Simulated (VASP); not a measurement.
# MgS (Niningerite): Mg into a neighbouring Mg vacancy, part 2 of 6

Aim: the barrier for one hop in MgS (Niningerite): Mg into a neighbouring Mg vacancy. The start is a cell from a database of measured crystal structures.

VASP 6.6.1; PBEsol; plane waves and PAW (S, Mg).

So far. Step 2 (Relax the host): The run ended after 2 ionic steps, 0.002 eV below its first step, once forces and stress met EDIFFG = -0.02.

## 3. Relax the start

System of this step: Niningerite. The cell holds 53 atoms: 27 S and 26 Mg. Its edges and angles: a = 10.987 Å, b = 10.987 Å, c = 10.987 Å, α = 60.0°, β = 60.0°, γ = 60.0°. It derives from MgS (Niningerite). Nearest the centre at fractional (0.000, 0.000, 0.167): Mg28 at 1.81 Å, S7 at 1.84 Å, S19 at 1.86 Å, Mg36 at 3.14 Å, Mg34 at 3.15 Å, S25 at 3.17 Å, Mg30 at 3.18 Å, S3 at 3.18 Å. The cell carries charge −2.

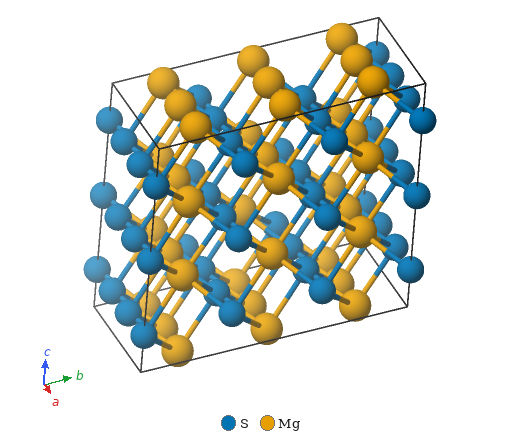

The cell of this step (sulfur blue, magnesium orange). Some periodic images of atoms are drawn too.

A path needs two true minima; the start is relaxed with symmetry off.

This cell carries charge -2, set by NELECT and balanced by a uniform background.

INCAR reads:

```
SYSTEM = Mg26S27
PREC = Normal
ENCUT = 280
EDIFF = 1E-05
NELM = 120
ISMEAR = 0
SIGMA = 0.05
LREAL = Auto
ALGO = Fast
GGA = PS
NELECT = 216
NBANDS = 150
LORBIT = 11
LWAVE = .FALSE.
LCHARG = .FALSE.
KPAR = 6
LASPH = .TRUE.
IBRION = 2
NSW = 60
ISIF = 2
EDIFFG = -0.05
POTIM = 0.4
MAXMIX = 40
ISYM = 0
```

POSCAR reads:

```
Mg26S27
1.0
    0.0000000000      7.7690246511      7.7690246511
    7.7690246511      0.0000000000      7.7690246511
    7.7690246511      7.7690246511      0.0000000000
S Mg
27 26
Direct
    0.1677047263      0.1664792598      0.1677437199
    0.1700839395      0.1643985074      0.4989134081
    0.1685750707      0.1656967908      0.8329209166
    0.1670283630      0.5010457210      0.1663781385
    0.1667843453      0.4986411892      0.4994629381
    0.1655705434      0.5003432443      0.8345317142
    0.1673525422      0.8326684184      0.1653186946
    0.1699829016      0.8326087347      0.5000151069
    0.1674999465      0.8320501332      0.8276371181
    0.5010981499      0.1661279743      0.1661185035
    0.4953566056      0.1703379828      0.5017806907
    0.4990565029      0.1693171049      0.8359416546
    0.4987558232      0.5016752856      0.1636681612
    0.4974004551      0.5008406969      0.4994399409
    0.4987501933      0.5009968278      0.8321510416
    0.4992712233      0.8327587504      0.1674870540
    0.5007958106      0.8333634908      0.5014983435
    0.5013495162      0.8306929471      0.8338673284
    0.8319992137      0.1703549228      0.1652416564
    0.8313477753      0.1678441452      0.4987708716
    0.8323505857      0.1651209422      0.8350183347
    0.8344148178      0.4977169500      0.1660989778
    0.8318855667      0.4972032509      0.5034030173
    0.8341992490      0.4983681533      0.8356200578
    0.8356714710      0.8316476495      0.1662650497
    0.8298284956      0.8330234881      0.5026161400
    0.8338990497      0.8347635530      0.8316199101
   -0.0038867751      0.0008100360      0.3330217713
   -0.0010867096     -0.0005614853      0.6695033129
    0.0011777884      0.3333613703     -0.0000307369
   -0.0009197872      0.3340090014      0.3349133980
   -0.0012051235      0.3287440247      0.6705896160
   -0.0016137078      0.6646110620      0.0016986608
   -0.0001565831      0.6690434637      0.3318133070
    0.0025918169      0.6672125503      0.6657974682
    0.3297640701     -0.0003290862      0.0013148717
    0.3300468960      0.0015138469      0.3363332683
    0.3339981193      0.0015289058      0.6655091256
    0.3323875797      0.3324395260      0.0009811495
    0.3322552760      0.3361256069      0.3317498809
    0.3262348196      0.3340829696      0.6698401419
    0.3345305160      0.6628927774      0.0053619362
    0.3346191358      0.6632165730      0.3335637287
    0.3342213600      0.6671481867      0.6648824723
    0.6673188103     -0.0011065977      0.0000632174
    0.6661189083     -0.0018988799      0.3330577547
    0.6638049489      0.0000482517      0.6666351867
    0.6646534821      0.3352077565      0.0018762711
    0.6651723623      0.3342393132      0.3337442147
    0.6649907425      0.3320248501      0.6690696212
    0.6634746875      0.6671399547      0.0016720073
    0.6694176298      0.6681049045      0.3295769793
    0.6656340885      0.6621957887      0.6681113324
```

KPOINTS reads:

```
Automatic mesh
0
Gamma
2 2 2
0 0 0
```

The projector-augmented-wave data sets are S and Mg (PBE family, release 64).

Launch:

```sh
$ mpirun -np 6 vasp_std
```

Output:

```text
[banner, memory and clock lines left out]
running    6 mpi-ranks, on    1 nodes
 distrk:  each k-point on    1 cores,    6 groups
 distr:  one band on    1 cores,    1 groups

 POSCAR found type information on POSCAR S Mg
 POSCAR found :  2 types and      53 ions
 [... a notice as in an earlier step ...]

 [... a notice as in an earlier step ...]

 LDA part: xc-table for (Slater+PW92), standard interpolation
 POSCAR, INCAR and KPOINTS ok, starting setup
 FFT: planning ... GRIDC
 FFT: planning ... GRID_SOFT
 FFT: planning ... GRID
 WAVECAR not read
 entering main loop
       N       E                     dE             d eps       ncg     rms          rms(c)
DAV:   1     0.706607701593E+03    0.70661E+03   -0.59434E+04  2448   0.737E+02
DAV:   2    -0.165871625718E+03   -0.87248E+03   -0.83591E+03  3034   0.165E+02
DAV:   3    -0.239359153272E+03   -0.73488E+02   -0.73074E+02  2952   0.517E+01
DAV:   4    -0.240692228652E+03   -0.13331E+01   -0.13299E+01  2992   0.817E+00
DAV:   5    -0.240723060965E+03   -0.30832E-01   -0.30812E-01  2960   0.120E+00BRMIX: very serious problems
 the old and the new charge density differ
 old charge density:   214.00000 new  215.99998
BRMIX: very serious problems
 the old and the new charge density differ
 old charge density:   214.00000 new  215.99998
BRMIX: very serious problems
 the old and the new charge density differ
 old charge density:   214.00000 new  215.99998
BRMIX: very serious problems
 the old and the new charge density differ
 old charge density:   214.00000 new  215.99998
BRMIX: very serious problems
 the old and the new charge density differ
 old charge density:   214.00000 new  215.99998
BRMIX: very serious problems
 the old and the new charge density differ
 old charge density:   214.00000 new  215.99998
    0.226E+01
RMM:   6    -0.230884678289E+03    0.98384E+01   -0.18229E+01  2400   0.625E+00    0.159E+01
RMM:   7    -0.229947766419E+03    0.93691E+00   -0.12915E+01  2400   0.528E+00    0.930E+00
RMM:   8    -0.229932723074E+03    0.15043E-01   -0.31319E+00  2400   0.285E+00    0.495E+00
RMM:   9    -0.229747841431E+03    0.18488E+00   -0.49534E-01  2400   0.120E+00    0.662E-01
RMM:  10    -0.229754404502E+03   -0.65631E-02   -0.88608E-02  2403   0.503E-01    0.273E-01
RMM:  11    -0.229755177688E+03   -0.77319E-03   -0.94998E-03  2422   0.200E-01    0.128E-01
RMM:  12    -0.229755596100E+03   -0.41841E-03   -0.32684E-03  2644   0.938E-02    0.126E-01
RMM:  13    -0.229755536596E+03    0.59504E-04   -0.69500E-04  2415   0.465E-02    0.423E-02
RMM:  14    -0.229755553772E+03   -0.17176E-04   -0.22929E-04  2447   0.266E-02    0.124E-02
RMM:  15    -0.229755554268E+03   -0.49595E-06   -0.30358E-05  1748   0.111E-02
   1 F= -.22975555E+03 E0= -.22975555E+03  d E =-.229756E+03
 curvature:   0.00 expect dE= 0.000E+00 dE for cont linesearch  0.000E+00
 trial: gam= 0.00000 g(F)=  0.393E+00 g(S)=  0.000E+00 ort = 0.000E+00 (trialstep = 0.100E+01)
 search vector abs. value=  0.393E+00
 bond charge predicted
       N       E                     dE             d eps       ncg     rms          rms(c)
DAV:   1    -0.230051665475E+03   -0.29611E+00   -0.63470E+00  2840   0.441E+00    0.193E+00
RMM:   2    -0.230145733853E+03   -0.94068E-01   -0.58116E-01  2400   0.142E+00    0.336E+00
RMM:   3    -0.230110656103E+03    0.35078E-01   -0.66643E-01  2400   0.126E+00    0.174E+00
RMM:   4    -0.230074049417E+03    0.36607E-01   -0.73703E-02  2400   0.523E-01    0.107E+00
RMM:   5    -0.230071905731E+03    0.21437E-02   -0.88942E-02  2400   0.448E-01    0.441E-01
RMM:   6    -0.230070640503E+03    0.12652E-02   -0.58763E-03  2405   0.175E-01    0.531E-01
RMM:   7    -0.230069443186E+03    0.11973E-02   -0.20392E-03  2402   0.751E-02    0.273E-01
RMM:   8    -0.230069409709E+03    0.33477E-04   -0.77917E-03  2425   0.128E-01    0.172E-01
RMM:   9    -0.230069088272E+03    0.32144E-03   -0.90751E-04  2400   0.561E-02    0.786E-02
RMM:  10    -0.230069080081E+03    0.81917E-05   -0.15858E-04  2371   0.218E-02    0.342E-02
RMM:  11    -0.230069081584E+03   -0.15031E-05   -0.17811E-05  1608   0.827E-03
   2 F= -.23006908E+03 E0= -.23006908E+03  d E =-.313527E+00
[...]
3 F= -.23023030E+03 E0= -.23023030E+03  d E =-.474746E+00
[...]
4 F= -.23027568E+03 E0= -.23027568E+03  d E =-.453756E-01
[...]
5 F= -.23030754E+03 E0= -.23030754E+03  d E =-.772377E-01
[...]
6 F= -.23031200E+03 E0= -.23031200E+03  d E =-.446639E-02
 trial-energy change:   -0.004466  1 .order   -0.004453   -0.005563   -0.003343
 step:   4.3030(harm=  4.3030)  dis= 0.01478  next Energy=  -230.314507 (dE=-0.697E-02)
 bond charge predicted
       N       E                     dE             d eps       ncg     rms          rms(c)
DAV:   1    -0.230312238678E+03   -0.22950E-03   -0.48695E-01  2776   0.127E+00    0.528E-01
RMM:   2    -0.230314168662E+03   -0.19300E-02   -0.24078E-02  2400   0.342E-01    0.200E-01
RMM:   3    -0.230314443832E+03   -0.27517E-03   -0.30872E-03  2401   0.131E-01    0.531E-02
RMM:   4    -0.230314541225E+03   -0.97393E-04   -0.73474E-04  2484   0.584E-02    0.880E-02
RMM:   5    -0.230314515224E+03    0.26001E-04   -0.14497E-04  2405   0.279E-02    0.556E-02
RMM:   6    -0.230314514042E+03    0.11815E-05   -0.56806E-05  2181   0.153E-02
   7 F= -.23031451E+03 E0= -.23031451E+03  d E =-.697587E-02
 curvature:  -2.41 expect dE=-0.170E-02 dE for cont linesearch -0.381E-05
 trial: gam= 0.24376 g(F)=  0.703E-03 g(S)=  0.000E+00 ort =-0.758E-04 (trialstep = 0.223E+01)
 search vector abs. value=  0.882E-03
 reached required accuracy - stopping structural energy minimisation
```

The job ended after 7.2 min (6 MPI ranks of Intel Xeon Platinum 8259CL at 2.50GHz (Skylake/Cascade Lake), shared host; peak memory 3.8 GiB; 43 min of CPU time).

Parts of OUTCAR (step 3):

```text
NELECT = 216

 ion  position               nearest neighbor table
   1  0.168  0.166  0.168-  39 2.57  37 2.57  36 2.59  30 2.60  31 2.60  28 2.62
   2  0.170  0.164  0.499-  37 2.53  38 2.57  40 2.59  31 2.60  32 2.61  29 2.61
   3  0.169  0.166  0.833-  41 2.53  36 2.56  38 2.58  32 2.58  30 2.60
   4  0.167  0.501  0.166-  42 2.56  40 2.57  33 2.59  34 2.59  39 2.60  31 2.60
   5  0.167  0.499  0.499-  41 2.56  40 2.57  43 2.58  34 2.60  35 2.60  32 2.63
   6  0.166  0.500  0.835-  41 2.57  30 2.57  33 2.58  35 2.58  39 2.59  44 2.61
   7  0.167  0.833  0.165-  36 2.56  42 2.56  34 2.57  43 2.61  28 2.61
   8  0.170  0.833  0.500-  37 2.56  44 2.56  35 2.59  43 2.61  29 2.61  28 2.65
   9  0.167  0.832  0.828-  29 2.54  44 2.55  38 2.61  33 2.62  42 2.68
  10  0.501  0.166  0.166-  46 2.58  48 2.58  45 2.59  39 2.59  40 2.61  37 2.61
  11  0.495  0.170  0.502-  38 2.57  41 2.58  40 2.59  47 2.59  49 2.59  46 2.65
  12  0.499  0.169  0.836-  39 2.55  50 2.55  45 2.58  47 2.63  36 2.63  41 2.63
  13  0.499  0.502  0.164-  42 2.51  48 2.55  51 2.57  43 2.58  40 2.58  49 2.61
  14  0.497  0.501  0.499-  43 2.55  44 2.58  49 2.58  50 2.62  41 2.63  52 2.64
  15  0.499  0.501  0.832-  53 2.55  44 2.58  50 2.58  39 2.60  42 2.60  48 2.61
  16  0.499  0.833  0.167-  51 2.57  52 2.58  45 2.60  43 2.60  36 2.61  37 2.62
  17  0.501  0.833  0.501-  46 2.56  53 2.58  38 2.58  44 2.59  37 2.61  52 2.62
  18  0.501  0.831  0.834-  51 2.56  47 2.58  53 2.60  42 2.60  38 2.61  36 2.61
  19  0.832  0.170  0.165-  48 2.57  28 2.58  30 2.58  49 2.58  46 2.63
  20  0.831  0.168  0.499-  49 2.57  28 2.59  31 2.59  50 2.60  47 2.61  29 2.63
  21  0.832  0.165  0.835-  32 2.56  29 2.57  45 2.57  50 2.59  48 2.62
  22  0.834  0.498  0.166-  30 2.57  33 2.57  49 2.59  31 2.59  52 2.59  51 2.61
  23  0.832  0.497  0.503-  53 2.56  31 2.58  50 2.58  32 2.60  52 2.61  34 2.64
  24  0.834  0.498  0.836-  30 2.57  48 2.59  32 2.60  51 2.60  53 2.61  35 2.62
  25  0.836  0.832  0.166-  34 2.56  52 2.56  33 2.58  46 2.59  45 2.60
  26  0.830  0.833  0.503-  47 2.57  46 2.59  28 2.60  34 2.60  53 2.60  35 2.61
  27  0.834  0.835  0.832-  29 2.56  45 2.58  35 2.59  33 2.60  47 2.60  51 2.63
  28  0.996  0.001  0.333-  19 2.58  20 2.59  26 2.60   7 2.61   1 2.62   8 2.65  34 3.63  46 3.64
                            49 3.65  36 3.66  30 3.66
  29  0.999  0.999  0.670-   9 2.54  27 2.56  21 2.57   2 2.61   8 2.61  20 2.63  32 3.62  45 3.64
                            37 3.65  35 3.65
  30  0.001  0.333  1.000-  22 2.57  24 2.57   6 2.57  19 2.58   1 2.60   3 2.60  41 3.60  33 3.63
                            36 3.64  39 3.64  28 3.66
  31  0.999  0.334  0.335-  23 2.58  22 2.59  20 2.59   1 2.60   4 2.60   2 2.60  37 3.64  52 3.65
                            33 3.65  40 3.65
  32  0.999  0.329  0.671-  21 2.56   3 2.58  23 2.60  24 2.60   2 2.61   5 2.63  41 3.62  29 3.62
                            38 3.64  48 3.66
  33  0.998  0.665  0.002-  22 2.57   6 2.58  25 2.58   4 2.59  27 2.60   9 2.62  52 3.61  30 3.63
                            31 3.65  35 3.65  45 3.66
[...]
53  0.666  0.662  0.668-  15 2.55  23 2.56  17 2.58  18 2.60  26 2.60  24 2.61  50 3.63  48 3.63
                            44 3.63

 Found      8 irreducible k-points:

   k-points           NKPTS =      8   k-points in BZ     NKDIM =      8   number of bands    NBANDS=    150

   dimension x,y,z NGX =    48 NGY =   48 NGZ =   48
   dimension x,y,z NGXF=    96 NGYF=   96 NGZF=   96

   ENCUT  =  280.0 eV  20.58 Ry    4.54 a.u.  14.99 14.99 14.99*2*pi/ulx,y,z

 E-fermi :   3.9556

 k-point     1 :       0.0000    0.0000    0.0000
  band No.  band energies     occupation
    ...
    104       3.5862      2.00000
    105       3.5911      2.00000
    106       3.7285      2.00000
    107       3.7288      2.00000
    108       3.7300      2.00000
    109       7.3257      0.00000
    110       7.4457      0.00000
    111       7.4467      0.00000
    112       7.4475      0.00000
    113       7.5105      0.00000
    ...

 k-point     2 :       0.5000    0.0000    0.0000
  band No.  band energies     occupation
    ...
    104       3.2712      2.00000
    105       3.5627      2.00000
    106       3.5673      2.00000
    107       3.5943      2.00000
    108       3.5952      2.00000
    109       7.2203      0.00000
    110       7.2811      0.00000
    111       7.2832      0.00000
    112       7.2838      0.00000
    113       7.2864      0.00000
    ...

  Total       14.0186839     13.9904173     13.9593511      0.0157648      0.0314628      0.0279848
  in kB       23.9490523     23.9007625     23.8476901      0.0269320      0.0537499      0.0478084
  external PRESSURE =      23.8991683 kB  Pullay stress =       0.0000000 kB

  energy-cutoff  :      280.00
  volume of cell :      937.84
      direct lattice vectors                 reciprocal lattice vectors
     0.000000000  7.769024651  7.769024651    -0.064358143  0.064358143  0.064358143
     7.769024651  0.000000000  7.769024651     0.064358143 -0.064358143  0.064358143
     7.769024651  7.769024651  0.000000000     0.064358143  0.064358143 -0.064358143

 POSITION                                       TOTAL-FORCE (eV/Angst)
 -----------------------------------------------------------------------------------
      2.60489      2.59961      2.59004        -0.014072      0.006716      0.006820
      5.17282      5.17296      2.59149        -0.006648     -0.009231      0.008814
      7.77136      7.77071      2.65860        -0.014754      0.010197     -0.001541
      5.17354      2.59712      5.16287        -0.009369     -0.001691      0.005706
      7.77192      5.15915      5.15179         0.000175      0.004899      0.019060
     10.37599      7.76655      5.15947        -0.001481      0.006643      0.000373
      7.77039      2.66815      7.76166         0.004347     -0.003997      0.007643
     10.37610      5.15714      7.76618        -0.019906      0.007408     -0.001840
     12.85688      7.76330      7.76624         0.026587      0.033395      0.004273
      2.60162      5.17072      5.16483        -0.000586     -0.002711     -0.000681
      5.17081      7.76267      5.15773        -0.014343      0.009664      0.001864
      7.77347     10.37025      5.15121        -0.004137      0.007949      0.007503
      5.16569      5.15895      7.76693        -0.001057      0.004193     -0.011213
      7.77013      7.76532      7.76387        -0.000415      0.001453     -0.005091
     10.37292     10.37536      7.76047         0.011615     -0.012694      0.000413
      7.77049      5.16434     10.37129        -0.000747     -0.002762     -0.005391
     10.36984      7.77185     10.37580         0.012094     -0.005375     -0.013664
     12.93760     10.36771     10.36046         0.008435     -0.003113      0.001022
      2.67558      7.76583      7.76537        -0.001372      0.003573     -0.013822
      5.16633     10.37434      7.75905        -0.000701     -0.012085      0.001884
      7.77099     12.86856      7.75760        -0.006131     -0.000283      0.008552
      5.16427      7.76837     10.37001         0.003995     -0.000722      0.004919
      7.76865     10.37529     10.36361         0.001235      0.003403      0.003804
     10.36871     12.94271     10.36498         0.002125     -0.010056     -0.003456
      7.76650      7.77058     12.87008         0.009140     -0.019334     -0.005449
     10.37172     10.36339     12.92965        -0.001593      0.006646      0.011546
     12.93852     12.93414     12.93631         0.008219      0.000430     -0.015381
      2.53613     10.29508      7.75950         0.007994      0.025842      0.006050
     13.00422     13.00554     15.53323         0.000118     -0.028378      0.001039
      2.53370      7.77376     10.29684         0.017575     -0.013922      0.019262
      5.19073     10.35127     10.34185         0.004254     -0.002346      0.001044
      7.77079     13.01129     10.28857        -0.003811     -0.028657      0.021308
     13.00196     15.53355     13.00379        -0.004731      0.007436     -0.021231
      7.77401     10.30059     12.99695        -0.010240      0.015795     -0.016360
     10.35127      5.18401      5.18850        -0.000537      0.006647     -0.014326
      7.77233      2.53700     10.29434        -0.004219     -0.001814      0.006368
     10.35129      5.19123     10.34735         0.005237     -0.005527     -0.007683
     13.00124      7.77187     10.29897         0.003519     -0.010298      0.008160
[...]
-----------------------------------------------------------------------------------
    total drift:                                0.005746     -0.010518     -0.029754

  FREE ENERGIE OF THE ION-ELECTRON SYSTEM (eV)
  ---------------------------------------------------
  free  energy   TOTEN  =      -230.3145140425 eV

  energy  without entropy=     -230.3145140425  energy(sigma->0) =     -230.31451404

 total charge
# of ion       s       p       d       tot
------------------------------------------
    1        1.310   2.507   0.000   3.817
    2        1.310   2.507   0.000   3.817
    3        1.310   2.508   0.000   3.818
    4        1.310   2.507   0.000   3.817
    5        1.311   2.502   0.000   3.812
    6        1.310   2.501   0.000   3.812
    7        1.310   2.508   0.000   3.818
    8        1.311   2.502   0.000   3.812
    9        1.310   2.509   0.000   3.819
   10        1.310   2.507   0.000   3.817
   11        1.310   2.502   0.000   3.812
   12        1.310   2.502   0.000   3.813
   13        1.310   2.502   0.000   3.812
   14        1.311   2.496   0.000   3.807
   15        1.310   2.502   0.000   3.812
   16        1.310   2.502   0.000   3.813
   17        1.310   2.502   0.000   3.812
   18        1.310   2.507   0.000   3.817
   19        1.310   2.509   0.000   3.819
   20        1.310   2.502   0.000   3.812
   21        1.310   2.508   0.000   3.818
   22        1.310   2.502   0.000   3.812
   23        1.310   2.502   0.000   3.812
   24        1.310   2.507   0.000   3.817
   25        1.310   2.508   0.000   3.818
   26        1.310   2.507   0.000   3.817
   27        1.310   2.507   0.000   3.817
   28        0.141   0.136   0.042   0.319
   29        0.142   0.136   0.042   0.319
   30        0.142   0.136   0.042   0.319
   31        0.142   0.136   0.042   0.320
   32        0.141   0.136   0.042   0.319
   33        0.141   0.136   0.042   0.319
   34        0.141   0.136   0.042   0.319
   35        0.142   0.137   0.042   0.320
   36        0.141   0.136   0.042   0.319
   37        0.142   0.136   0.042   0.320
[...]
--------------------------------------------------
tot         39.077  71.182   1.093 111.352

[... 1 part as in an earlier step ...]

[... 6 further parts left out ...]
```

[end of part 2 of 6]

[Lines on the potential files, build, host, timing and source positions are cut from VASP's logs without a mark.]

[Logs are printed without paths, hosts, clocks, repeated set-up lines and the standing remarks that a program may print on its own settings, such as how far it seeks lower states.]

[Hosts, paths, dates, database ids (printed as entryN), source tags and the programs' standing remarks are cut or masked in the printed files.]

[Runs that stopped without an error message from VASP are left out.]
